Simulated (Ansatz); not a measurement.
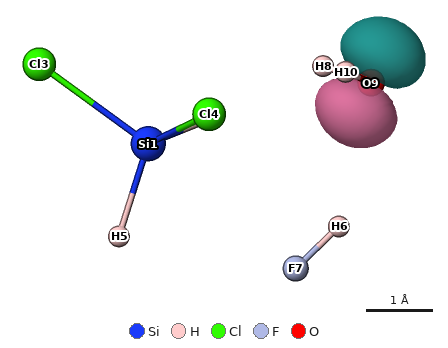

Cl$_{2}$H$_{2}$Si···HF···H$_{2}$O. One frontier orbital at ±0.3 Å⁻³ᐟ² (teal and pink are the two phases), seen across its widest extent.

Not at a stationary point (largest force 1.6 eV/Å).

Computed with RKS PBE-D4/def2-SVP (Ansatz).

Input file:

```
crystal:
  periodic: [false, false, false]
  atoms:
    - { symbol: Si, position_ang: [-0.9763, 0.7037, -0.6613] }
    - { symbol: H, position_ang: [0.4704, -0.4735, -0.8163] }
    - { symbol: Cl, position_ang: [-1.1746, 0.7123, -2.7141] }
    - { symbol: Cl, position_ang: [-0.1162, 2.4567, -0.2019] }
    - { symbol: H, position_ang: [-2.3415, 0.4685, -0.2552] }
    - { symbol: H, position_ang: [0.304, -0.7084, 1.3599] }
    - { symbol: F, position_ang: [-0.6259, 0.0372, 1.1945] }
    - { symbol: H, position_ang: [1.0259, -0.9803, -0.1811] }
    - { symbol: O, position_ang: [1.3336, -1.3609, 0.9998] }
    - { symbol: H, position_ang: [2.1005, -0.8553, 1.2757] }
basis:
  gaussian: { orbitals: def2-SVP }
hamiltonian:
  xc: pbe
  dispersion: d4
relax:
  f_tol: 0.15
  max_steps: 25
  restrain:
    - { distance: [0, 6], at: 2.98, k: 30.0 }
    - { distance: [5, 8], at: 2.27, k: 30.0 }
    - { distance: [7, 1], at: 1.92, k: 30.0 }
    - { distance: [0, 1], at: 1.42, k: 30.0 }
    - { distance: [5, 6], at: 0.88, k: 30.0 }
    - { distance: [7, 8], at: 0.97, k: 30.0 }
output:
  orbitals: {}
```

Run with:

```sh
ansatz run input.yaml --threads 2 --pin off --max-ram 3072MiB --backend cpu --events-out ev --progress --plain --runs-dir out
```

The fields are those of the run's last geometry, not of the input's.

> Which orbital is it: HOMO or LUMO?

The HOMO, at −7.30 eV. By Hirshfeld shares it lies mainly on O9 (about 80 %); largely a lone pair of O9.
